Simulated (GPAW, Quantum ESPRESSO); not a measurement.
Consider I (I4/mmm).

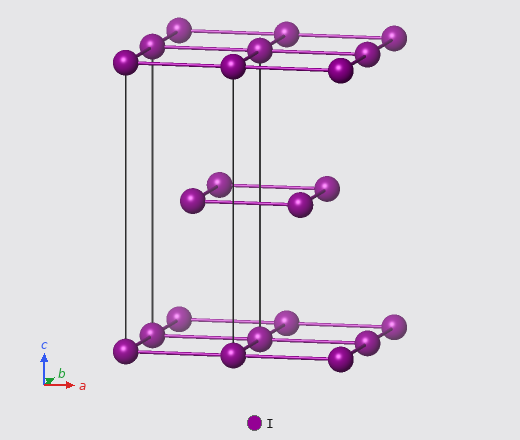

The structure (iodine purple). 2×2×1 conventional cells are drawn. Some periodic images of atoms are drawn too.

```cif
data_structure
_symmetry_space_group_name_H-M 'P 1'
_symmetry_Int_Tables_number 1
_cell_length_a 4.8395
_cell_length_b 4.8395
_cell_length_c 4.8395
_cell_angle_alpha 140.950
_cell_angle_beta 140.950
_cell_angle_gamma 56.414
_cell_volume 44.63
loop_
_atom_site_label
_atom_site_type_symbol
_atom_site_fract_x
_atom_site_fract_y
_atom_site_fract_z
_atom_site_occupancy
I1 I 0.00000 0.00000 0.00000 1
```

Absorber: atom 1, with 4 I at 3.23 Å (square planar, site symmetry 4/mmm). Method: Quantum ESPRESSO XSpectra, LDA, excited-electron core hole (neutral cell), 5-atom cell with 6.7 Å between holes, 5×5×5 k points, dipole transitions, Lorentzian half width 5.3 eV (not a setting of the program: the run's 0.4 eV curve was folded afterwards with a further Lorentzian).

This is not the structure that I takes at ambient pressure and room temperature (space group No. 64); it is a model or a phase of other conditions.

**Question.** Predict the near-edge structure at the I K edge.

Main maxima up to 30 eV above the zero (height): 20.7 eV (1.39). A K edge sees empty p states on the absorber. 

The I K spectrum (energy from the energy zero of the input (xe0, at the border of filled and empty states); intensity scaled to a mean of 1 over the first 20 eV; folded afterwards to Lorentzian half width 5.3 eV; the points at xe0, where the cut of filled states can leave a spike, are interpolated; polarised curves are means over the symmetry-equivalent atoms):

```tsv
E (eV)	isotropic	ε ⊥ c	ε ∥ c
-2.0	0.38	0.42	0.29
-0.5	0.45	0.51	0.35
1.0	0.53	0.58	0.43
2.5	0.59	0.63	0.53
4.0	0.67	0.67	0.66
5.5	0.75	0.74	0.79
7.0	0.85	0.83	0.89
8.5	0.95	0.94	0.97
10.0	1.04	1.04	1.03
11.5	1.12	1.13	1.10
13.0	1.20	1.21	1.17
14.5	1.26	1.28	1.24
16.0	1.32	1.33	1.29
17.5	1.36	1.37	1.33
19.0	1.38	1.40	1.36
20.5	1.39	1.41	1.36
22.0	1.39	1.40	1.36
23.5	1.38	1.38	1.37
25.0	1.37	1.37	1.38
26.5	1.38	1.36	1.41
28.0	1.39	1.37	1.44
29.5	1.42	1.39	1.47
31.0	1.44	1.41	1.50
```

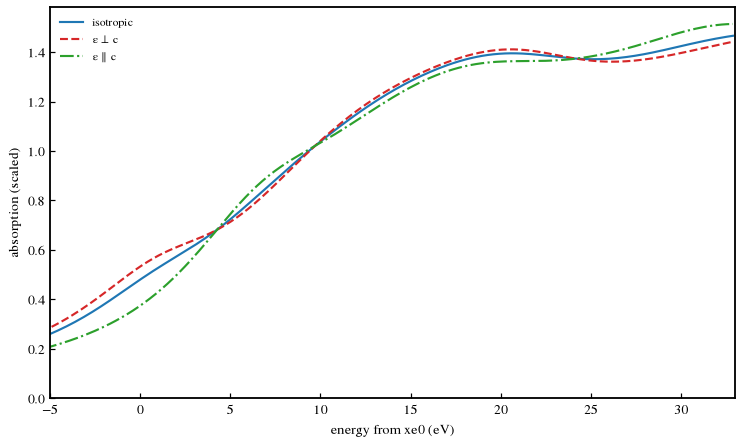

The I K edge.

The primitive cell holds an odd number of electrons, so a spin-paired run has to come out metallic; that is right for a metal, but some such compounds are magnetic or distorted insulators. Lifetime broadening is put in by hand, and intensities beyond about 20 eV depend on it and on the partial waves. The structure is a computed Materials Project entry and may be a hypothetical form.

[Banner, clock and machine lines of the logs are left out without a mark of their own.]

[Logs are printed without paths, hosts, clocks, repeated set-up lines and the standing remarks that a program may print on its own settings, such as how far it seeks lower states.]

[Hosts, paths, dates, database ids (printed as entryN), source tags and the programs' standing remarks are cut or masked in the printed files.]

[Lists of maxima count a maximum above −3 eV only where it reaches 4 % of the highest in the window and stands out from its surroundings by 2 % of it (1.5 % where it reaches 55 %); shoulders and weaker maxima are passed over, and of the rest the first, up to two pre-edge ones and the few strongest are named.]
